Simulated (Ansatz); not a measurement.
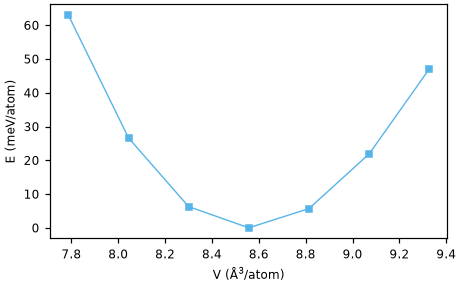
Figure: TiB2 in space group P6/mmm (No. 191; Ti on 1a, B on 2d) under volume change, PBE (plane waves, PAW; program Ansatz), shape and atoms relaxed at each volume.

### Question
What does a third-order Birch–Murnaghan fit give for V₀, B₀ and B′?

### Answer
V₀ = 8.56 Å³/atom, B₀ = 250 GPa, B′ = 3.9.

The cell was relaxed with PBE under the symmetry of its start; phonons on a q-mesh show no instability. The run is not spin-polarised.

Potentials: the later of the program's two PAW sets.
